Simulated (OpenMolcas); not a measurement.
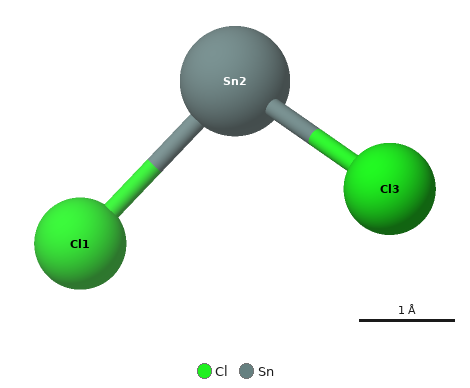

**Figure 1.** The structure as given in the input (ball-and-stick view, seen at an oblique angle; atoms are numbered from 1 in the order of the input). Sticks mark near contacts. Bond lengths as drawn: Cl–Sn 2.36 Å.

**Run report: SnCl2, single-point calculation**

System: SnCl2.
Method: B2PLYP/def2-SVP, RKS (OpenMolcas 26.06).

The geometry comes from this level: PBE0-D4/def2-TZVP.

## Input file
```
* Cl2Sn Kohn-Sham DFT
>>> EXPORT MOLCAS_PRINT=2

&GATEWAY
  BasLib=$CurrDir
  Coord
  3
  bohr
  Cl     2.18112189     2.30678868     1.42863295
  Sn    -1.50592275     0.98057889    -0.71167086
  Cl    -0.69579716    -3.41001079    -0.74190648
  Basis=def2-SVP
  Group=NoSym

&SEWARD
  GridInput
  Grid=UltraFine
  End of Grid

&SCF
  KSDFT=B2PLYP_SCF
  Thresholds=1e-10 1e-07 1e-07 1e-05
  PrOrbitals=1 1

&MBPT2
  Frozen=14
```

Launched with:
```bash
export MOLCAS_MEM=1860
pymolcas job.input > job.log
```

## Log
```
--- Start Module: gateway ---

                                              &GATEWAY

                       available to each process: 1.9 GB of memory, 1 thread

 Basis Set     1 Label: CL.DEF2-SVP
 Basis set is read from library:.
 basistype.tbl is not found

 Basis Set     2 Label: SN.DEF2-SVP
 Basis set is read from library:.
 basistype.tbl is not found

 Basis Set     3 Label: CL.DEF2-SVP
 Basis set is read from library:.
 basistype.tbl is not found

++    Symmetry information:
      ---------------------

                    Character Table for C1

                             E
                    a        1  x, y, xy, Rz, z, xz, Ry, yz, Rx, I
--

++    Basis set information:
      ----------------------

      Basis set label: CL.DEF2-SVP.........

      Electronic valence basis set:
      ------------------
      Associated Effective Charge  17.000000 au
      Associated Actual Charge     17.000000 au
      Nuclear Model: Point charge

      Shell  nPrim  nBasis  Cartesian Spherical Contaminant
         s      10       4        X
         p       7       3        X
         d       1       1                 X

      Basis set label: SN.DEF2-SVP....ECP.....

      Electronic valence basis set:
      ------------------
      Associated Effective Charge  22.000000 au
      Associated Actual Charge     50.000000 au
      Nuclear Model: Point charge

      Shell  nPrim  nBasis  Cartesian Spherical Contaminant
         s      10       4        X
         p       7       4        X
         d       6       2                 X

      Pseudo Potential specification:
      =======================================

      Number of Core Electrons:  28

      Potential  nTerms
           H       2
         s-H       4
         p-H       6
         d-H       6

      Effective Core Potential specification:
      =======================================

      Basis set label: CL.DEF2-SVP.........

      Electronic valence basis set:
      ------------------
      Associated Effective Charge  17.000000 au
      Associated Actual Charge     17.000000 au
      Nuclear Model: Point charge

      Shell  nPrim  nBasis  Cartesian Spherical Contaminant
         s      10       4        X
         p       7       3        X
         d       1       1                 X
--

++    Molecular structure info:
      -------------------------

                    ************************************************
                    **** Cartesian Coordinates / bohr, angstrom ****
                    ************************************************

     Center  Label                x              y              z                     x              y              z
        1      CL1              2.181122       2.306789       1.428633              1.154200       1.220700       0.756000
        2      SN2             -1.505923       0.980579      -0.711671             -0.796900       0.518900      -0.376600
        3      CL3             -0.695797      -3.410011      -0.741906             -0.368200      -1.804500      -0.392600

                    ***************************************
                    *    InterNuclear Distances / bohr    *
                    ***************************************

               1 CL1           2 SN2           3 CL3
    1 CL1      0.000000
    2 SN2      4.464754        0.000000
    3 CL3      6.757936        4.464806        0.000000

                    *******************************************
                    *    InterNuclear Distances / angstrom    *
                    *******************************************

               1 CL1           2 SN2           3 CL3
    1 CL1      0.000000
    2 SN2      2.362646        0.000000
    3 CL3      3.576146        2.362674        0.000000
--

            Nuclear Potential Energy            210.29797470 au

--- Stop Module: gateway /rc=_RC_ALL_IS_WELL_ ---

--- Start Module: seward ---

                                              &SEWARD

                       available to each process: 1.9 GB of memory, 1 thread

               SEWARD will generate:
                  Multipole Moment integrals up to order  2
                  Kinetic Energy integrals
                  Nuclear Attraction integrals (point charge)
                  One-Electron Hamiltonian integrals modified with ECP contributions
                  Velocity integrals
                  Pseudo Potential integrals
                  Orbital angular momentum around ( -0.6775   0.4161  -0.3230 )
                  Velocity quadrupole around ( -0.6775   0.4161  -0.3230 )
                  Two-Electron Repulsion integrals

                   Integrals are discarded if absolute value <: 1.00E-14
                   Integral cutoff threshold is set to       <: 1.00E-16

            Nuclear Potential Energy            210.29797470 au

      Basis set specifications :
      Symmetry species         a
      Basis functions           62

--- Stop Module: seward /rc=_RC_ALL_IS_WELL_ ---
--- Module seward spent 1 second ---

--- Start Module: scf ---

                                                &SCF

                       available to each process: 1.9 GB of memory, 1 thread

 ###############################################################################
 ###     Minimized-density-differences option turned off!                    ###
 ###############################################################################
++    Input section:
      --------------

      Header of the integral files:

      Cartesian coordinates in angstrom:
      -----------------------------------------------------
      No.  Label        X            Y            Z
      -----------------------------------------------------
       1   CL1        1.15420000   1.22070000   0.75600000
       2   SN2       -0.79690000   0.51890000  -0.37660000
       3   CL3       -0.36820000  -1.80450000  -0.39260000
      -----------------------------------------------------
      Nuclear repulsion energy =  210.29797470
--

++    Orbital specifications:
      -----------------------

      Symmetry species               1
                                     a
      Frozen orbitals                0
      Occupied orbitals             28
      Secondary orbitals            34
      Deleted orbitals               0
      Total number of orbitals      62
      Number of basis functions     62
--

      Molecular charge                           0.000

      Numerical integration parameters
      --------------------------------
      Radial quadrature type:                         MHL
      Size of radial grid:                            99
      Lebedev angular grid:                           41
      Angular grid pruned with the crowding factor:  1.00E+10
                                 and fading factor:  1.00E+01
      Screening threshold for integral computation:   1.00E-11
      Radial quadrature accuracy:                     1.00E-25
      Maximum batch size:                             128
      AO values are stored on disk
      The same grid will be used for all iterations.

      DFT functional specifications
      -----------------------------
      Using Libxc version: 6.2.2
      Please cite the following reference:
      S. Lehtola, C. Steigemann, M. J.T. Oliveira, and M. A.L. Marques.,  SoftwareX 7, 1–5 (2018) doi:10.1016/j.softx.2017.11.002

      * Becke 88
        - A. D. Becke.,  Phys. Rev. A 38, 3098 (1988) doi:10.1103/PhysRevA.38.3098
      * Lee, Yang & Parr
        - C. Lee, W. Yang, and R. G. Parr.,  Phys. Rev. B 37, 785 (1988) doi:10.1103/PhysRevB.37.785
        - B. Miehlich, A. Savin, H. Stoll, and H. Preuss.,  Chem. Phys. Lett. 157, 200 (1989) doi:10.1016/0009-2614(89)87234-3

++    Optimization specifications:
      ----------------------------

      SCF Algorithm: Conventional
      D(i)-D(i-1) density differences are used
      Number of density matrices in core                 5
      Maximum number of NDDO SCF iterations            400
      Maximum number of HF SCF iterations              400
      Threshold for SCF energy change             1.00E-10
      Threshold for density matrix                1.00E-07
      Threshold for Fock matrix                   1.00E-07
      Threshold for linear dependence             1.00E-09
      Threshold at which DIIS is turned on        1.50E-01
      Maximum depth in the DIIS procedure                5
      Maximum depth in the BFGS Hessian update          30
      Threshold at which QNR/C2DIIS is turned on  7.50E-02
      Threshold for Norm(delta) (QNR/C2DIIS)      1.00E-05
      All orbitals punched on: SCFORB
--

      Input vectors read from INPORB
      Orbital file label: *Guess orbitals

++ Convergence information
                                   B2PLYP_SCF iterations: Energy and convergence statistics

Iter     Tot. B2PLYP_SCF One-elec.       Two-elec.     Energy      Max Dij or  Max Fij      DNorm      TNorm      AccCon     Time
         Energy          Energy          Energy        Change      Delta Norm                                                in Sec.

 The total and one-electron energies are shifted by a value of      1000. a.u.

   1  -114.517244802 -1075.622751585   750.807532080   0.00E+00    6.03E-01*   1.69E+01*    1.28E+01   2.05E+02   None         0.
   2  -133.642759269 -1105.486653888   761.545919917  -1.91E+01*   3.84E-01*   1.35E-01*    6.86E+00   2.06E+02   EDIIS        0.
   3  -133.729430214 -1102.147568890   758.120163973  -8.67E-02*   9.85E-02*   4.59E-02*    2.49E+00   2.06E+02   EDIIS        0.
   4  -133.823829027 -1102.265008395   758.143204665  -9.44E-02*   4.00E-02*   1.27E-02*    5.93E-01   2.06E+02   c2DIIS       0.
   5  -133.830786622 -1103.027924244   758.899162920  -6.96E-03*   2.14E-02*   4.84E-03*    1.36E-01   2.06E+02   QNRc2DIIS    0.
   6  -133.830874055 -1102.570008100   758.441159343  -8.74E-05*   1.04E-02*   3.86E-03*    1.01E-01   2.06E+02   QNRc2DIIS    0.
   7  -133.831103667 -1102.734440330   758.605361960  -2.30E-04*   8.43E-04*   3.45E-04*    4.61E-02   2.06E+02   QNRc2DIIS    0.
   8  -133.831104518 -1102.761346859   758.632267639  -8.50E-07*   3.79E-04*   1.41E-04*    5.48E-03   2.06E+02   QNRc2DIIS    0.
   9  -133.831104726 -1102.751887973   758.622808545  -2.08E-07*   4.23E-05*   1.86E-05*    1.91E-03   2.06E+02   QNRc2DIIS    0.
  10  -133.831104730 -1102.751944207   758.622864775  -4.08E-09*   8.93E-06    3.71E-06*    2.45E-04   2.06E+02   QNRc2DIIS    0.
  11  -133.831104730 -1102.752023441   758.622944009  -1.73E-10*   1.62E-06    2.72E-07*    4.03E-05   2.06E+02   QNRc2DIIS    0.
  12  -133.831104730 -1102.752019738   758.622940306  -2.27E-12    2.37E-07    1.04E-07*    1.02E-05   2.06E+02   QNRc2DIIS    0.
  13  -133.831104730 -1102.752021230   758.622941798   6.82E-13*   5.87E-08    3.33E-08     1.10E-06   2.06E+02   QNRc2DIIS    0.
  14  -133.831104730 -1102.752020763   758.622941331  -2.27E-13    6.72E-09    1.57E-09     2.59E-07   2.06E+02   QNRc2DIIS    0.

       Convergence after  14 Iterations
--

 *****************************************************************************************************************************
 *                                             SCF/KS-DFT Program, Final results                                             *
 *                                                       Final Results                                                       *
 *****************************************************************************************************************************

::    Total KS-DFT energy                           -1133.8311047299
      One-electron energy                           -2102.7520207629
      Two-electron energy                             758.6229413306
      Nuclear repulsion energy                        210.2979747024
      Kinetic energy (interpolated)                  1001.1508610221
      Virial theorem                                    1.1325277227
      Total spin, S(S+1)                                0.0000000000
      Total spin, S                                     0.0000000000
      Max non-diagonal density matrix element           0.0000000104
      Max non-diagonal Fock matrix element              0.0000000004

      All orbitals with orbital energies smaller than  E(LUMO)+0.5 are printed

++    Molecular orbitals:
      -------------------

      Title: RKS-DFT orbitals

      Molecular orbitals for symmetry species 1: a

          Orbital            1         2         3         4         5         6         7         8         9        10
          Energy         -102.8556 -102.8555   -9.8887   -9.8887   -7.5328   -7.5328   -7.5298   -7.5298   -7.5288   -7.5288
          Occ. No.          2.0000    2.0000    2.0000    2.0000    2.0000    2.0000    2.0000    2.0000    2.0000    2.0000

          Orbital           11        12        13        14        15        16        17        18        19        20
          Energy           -5.4670   -3.7476   -3.7429   -3.7398   -1.1995   -1.1964   -1.1957   -1.1935   -1.1888   -0.9099
          Occ. No.          2.0000    2.0000    2.0000    2.0000    2.0000    2.0000    2.0000    2.0000    2.0000    2.0000

          Orbital           21        22        23        24        25        26        27        28        29        30
          Energy           -0.8907   -0.5425   -0.4156   -0.3884   -0.3837   -0.3633   -0.3541   -0.3179   -0.0726    0.0172
          Occ. No.          2.0000    2.0000    2.0000    2.0000    2.0000    2.0000    2.0000    2.0000    0.0000    0.0000

          Orbital           31        32        33        34        35        36        37        38
          Energy            0.0324    0.1744    0.2588    0.2594    0.2613    0.3726    0.3786    0.3856
          Occ. No.          0.0000    0.0000    0.0000    0.0000    0.0000    0.0000    0.0000    0.0000

--

++    Molecular charges:
      ------------------

      Mulliken charges per centre and basis function type
      ---------------------------------------------------

                CL1     SN2     CL3
      1s       5.9595  3.8593  5.9595
      2px      3.6967  2.4927  3.8991
      2pz      3.8020  2.2954  3.8737
      2py      3.8889  2.4647  3.6149
      3d2+     0.0030  2.0472  0.0051
      3d1+     0.0041  2.0237  0.0001
      3d0      0.0014  2.0229  0.0018
      3d1-     0.0009  2.0329  0.0021
      3d2-     0.0024  2.0434  0.0026
      Total   17.3589 21.2822 17.3589

      N-E     -0.3589  0.7178 -0.3589

      Total electronic charge=   56.000000

      Total            charge=   -0.000000
--

++    Molecular properties:
      ---------------------

      Charge (e):
                      =   -0.0000
      Dipole Moment (debye):
      Origin of the operator (angstrom)=   -0.3585    0.2202   -0.1709
                   X= -2.5351E+00               Y=  1.7276E+00               Z= -1.1895E+00           Total=  3.2903E+00
      Quadrupole Moment (debye*angstrom):
      Origin of the operator (angstrom)=   -0.3585    0.2202   -0.1709
                  XX= -5.0466E+01              XY= -1.6014E+00              XZ= -2.7563E+00              YY= -5.4246E+01
                  YZ= -1.7819E+00              ZZ= -4.7382E+01
      In traceless form (debye*angstrom)
                  XX=  3.4747E-01              XY= -2.4021E+00              XZ= -4.1344E+00              YY= -5.3219E+00
                  YZ= -2.6729E+00              ZZ=  4.9745E+00
--

--- Stop Module: scf /rc=_RC_ALL_IS_WELL_ ---
--- Module scf spent 5 seconds ---

--- Start Module: mbpt2 ---

                                               &MBPT2

                       available to each process: 1.9 GB of memory, 1 thread

 ###############################################################################
 ###    WARNING: MP2 implementation intended for RHF references only         ###
 ###############################################################################
MBPT2 WARNING: Reference function according to RunFile:KS-DFT
I'll assume you know what you're doing and continue

WARNING!
Default frozen orbitals as non valence orbitals is overwritten by user input.
Default values:  10

      Cartesian coordinates in angstrom:
      -----------------------------------------------------
      No.  Label        X            Y            Z
      -----------------------------------------------------
       1   CL1        1.15420000   1.22070000   0.75600000
       2   SN2       -0.79690000   0.51890000  -0.37660000
       3   CL3       -0.36820000  -1.80450000  -0.39260000
      -----------------------------------------------------
      Nuclear repulsion energy =  210.29797470

      Contents of RUNFILE file:
      -------------------------

      Symmetry species                           1
                                                 a
      Number of basis functions                 62
      Frozen occupied orbitals                  14
      Active occupied orbitals                  14
      Active external orbitals                  34
      Deleted external orbitals                  0

      Reference numbers of frozen occupied orbitals according to the original input sequence
      symmetry species 1                        1  2  3  4  5  6  7  8  9 10 11 12 13 14

      Energies of the active occupied orbitals

      symmetry species 1                    -1.199541     -1.196431     -1.195722     -1.193463     -1.188823
                                            -0.909935     -0.890747     -0.542473     -0.415608     -0.388372
                                            -0.383729     -0.363331     -0.354120     -0.317922

      Energies of the active external orbitals

      symmetry species 1                    -0.072643      0.017247      0.032401      0.174403      0.258763
                                             0.259425      0.261271      0.372551      0.378588      0.385577
                                             0.448081      0.529428      0.678363      0.740575      0.886913
                                             0.899606      0.900351      0.901394      0.903799      0.925329
                                             0.927388      0.934716      0.938369      1.000178      1.046252
                                             1.073025      1.082643      1.117661      1.342954      1.365120
                                            14.554007     14.868917     15.063536     51.690779

      ********************************************************************************************************
      *                                               Results                                                *
      ********************************************************************************************************

 Conventional algorithm used...

       SCF energy                           =    -1133.8311047299 a.u.
       Second-order correlation energy      =       -0.4292197894 a.u.

       Total energy                         =    -1134.2603245194 a.u.
       Reference weight ( Cref**2 )         =        0.81845

::    Total MBPT2 energy                            -1134.2603245194

       Zeroth-order energy (E0)             =     -385.5196869554 a.u.

       Shanks-type energy S1(E)             =    -1134.2605708544 a.u.

       Data processing and timing information:

       Section                                              time(sec)
                                                          CPU  Elapsed

      Input data processing                              0.03      0.03
      Transformation of integrals                        0.07      0.09
      MBPT2 calculations (BJAI)                          0.00      0.00
      Total MBPT2 calculations                           0.10      0.12

--- Stop Module: mbpt2 /rc=_RC_ALL_IS_WELL_ ---

.##################.
.# Happy landing! #.
.##################.

    Timing: Wall=7.37 User=5.92 System=1.44
```

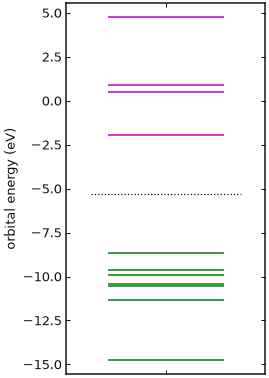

**Figure 2.** Orbital energies near the frontier; the dotted line parts filled from empty levels, and levels within 0.02 eV of each other stand side by side. Highest filled −8.65 eV, lowest empty −1.98 eV, 6.67 eV apart.

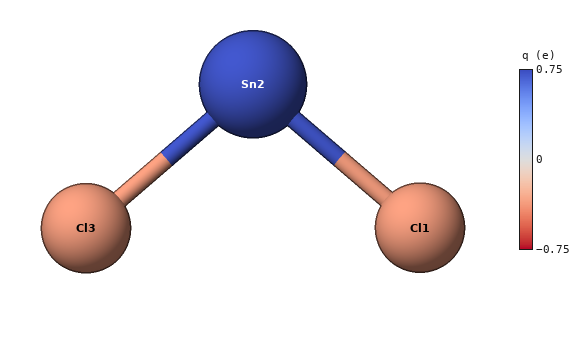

**Figure 3.** Mulliken charges, as the colour of each atom (ball-and-stick view, seen on its broad side; atoms are numbered from 1 in the order of the input). By element: Cl −0.36 and Sn +0.72 e.

## Results in brief

| quantity | value |
| --- | --- |
| outcome | converged |
| total energy | −1133.946994 hartree |
| SCF energy | −1133.831105 hartree |
| correlation energy | −0.429220 hartree |
| basis functions | 62 |
| HOMO | −8.65 eV |
| LUMO | −1.98 eV |
| dipole moment | 3.29 debye |
| hardware | 1 thread of Arm Neoverse V1, 24 GiB of memory available, shared host |
| wall time | 7.8 s |
| peak memory | 0.4 GiB |

## Remarks

Further notes kept with the run: the program prints the second-order term unscaled; the energy takes 0.27 of it.
